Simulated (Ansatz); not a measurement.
System: BCl$_{3}$···HBr.

Input file:

```
crystal:
  periodic: [false, false, false]
  atoms:
    - { symbol: B, position_ang: [-0.5599, -0.3497, -0.2056] }
    - { symbol: Cl, position_ang: [0.9549, 0.8341, -1.2211] }
    - { symbol: Cl, position_ang: [-0.3602, -1.9873, -0.654] }
    - { symbol: Cl, position_ang: [-2.042, 0.5011, -0.2473] }
    - { symbol: H, position_ang: [1.5037, 0.9571, 0.4355] }
    - { symbol: Br, position_ang: [0.5036, 0.0447, 1.8924] }
basis:
  gaussian: { orbitals: def2-SVP }
hamiltonian:
  xc: cam_b3lyp
  dispersion: d4
relax:
  f_tol: 0.15
  max_steps: 25
  restrain:
    - { distance: [0, 5], at: 3.34, k: 30.0 }
    - { distance: [4, 1], at: 2.63, k: 30.0 }
    - { distance: [0, 1], at: 1.86, k: 30.0 }
    - { distance: [4, 5], at: 1.51, k: 30.0 }
output:
  orbitals: {}
```

Run with:

```sh
ansatz run input.yaml --threads 4 --pin off --max-ram 5120MiB --backend cpu --events-out ev --progress --plain --runs-dir out
```

The fields are those of the run's last geometry, not of the input's.

Not at a stationary point (largest force 1.2 eV/Å).

The calculation used RKS CAM-B3LYP-D4/def2-SVP in Ansatz.

**What can the converged electron density and electron localisation function tell about the bonding?**

B–Cl (1.73 Å): the density is about 1.4 e/Å³ at the midpoint; the ELF peaks at about 0.90 between the atoms; a shared but strongly polarised pair.
B–Cl (1.82 Å): ρ at the midpoint is about 1.2 e/Å³; the ELF peaks at about 0.90 between the atoms, as expected for a polar covalent bond.

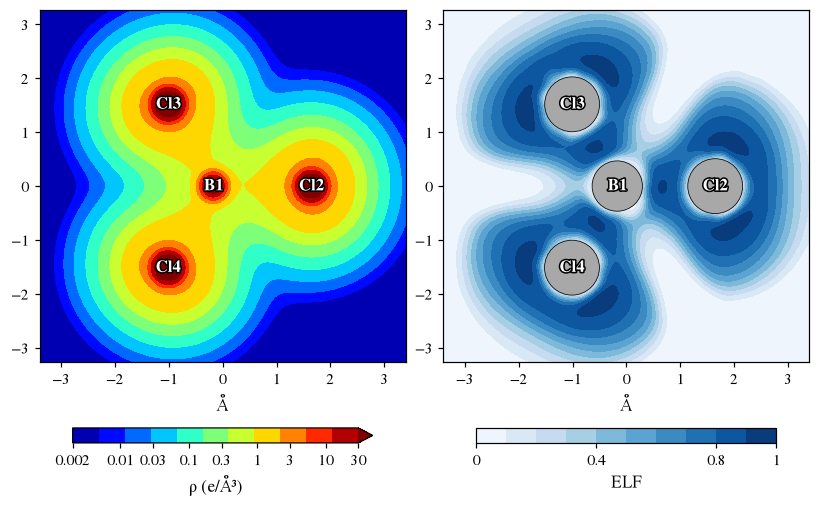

Computed electron density and electron localisation function on the plane of atoms Cl3, B1 and Cl4, in this order. Grey discs cover the atomic cores in the ELF map. 
